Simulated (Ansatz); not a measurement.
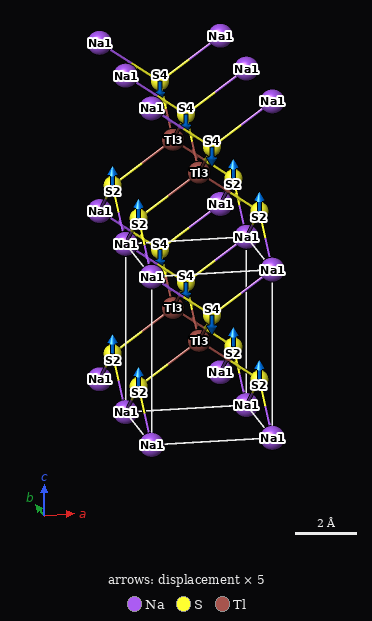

A relaxation of a crystal of NaTlS$_{2}$ (a generated structure, set up in P-4m2). The starting structure is drawn; blue arrows show the displacements (the part carried along by the change of the cell is left out), 5 times their true length.

A ball-and-stick model of the cell of the calculation, repeated 1 × 2 × 2 with one cell outlined, seen slightly off an axis.

Method: DFT, PBEsol, plane waves, PAW (Ansatz 0.2.0). (plane-wave cutoff 420 eV; k-point mesh 6 × 6 × 4; occupations fermi dirac; smearing width 0.03 eV; no spin polarisation; cell and atoms relaxed; force threshold 0.01 eV/Å; at most 120 steps)

> Atoms of which element are displaced furthest, and by how much?

Sulfur: up to 0.14 Å, against 0.00 Å for thallium.

> Describe the change and its energy.

The largest moves relative to the cell, 0.14 Å, are those of S2 and S4. S4 goes along −c. Tl and Na stay in place. The drawn cell changes as follows: a = b 4.062 → 4.079 Å (+0.4 %), c 5.745 → 6.644 Å (+15.7 %); the volume changes by +16.6 %. Near-neighbour distances that change, for instance: Na1–S2 2.488 → 2.723 Å, S2–Tl3 2.488 → 2.542 Å. Among the angles between lasting bonds that change: Na1–S4–Na1 109.5° → 97.0°, S2–Na1–S2 109.5° → 97.0°, S2–Na1–S4 109.5° → 116.0°. The space group stays P-4m2 (No. 115). After 8 accepted moves (10 points after the start) the energy has fallen by 0.406 eV per cell of the calculation. The largest force component goes from 0.29 to under 0.0001 eV/Å. The pressure goes from 7.14 to 0.00 GPa. At 2 points the geometry stayed and the basis and grid were re-selected for the new cell (energy shift of 6.9 meV per cell of the calculation at most each time). The run took 54 s on 2 threads of Intel(R) Xeon(R) Processor @ 2.50GHz (Skylake/Cascade Lake) (shared host), peak memory 0.41 GiB.
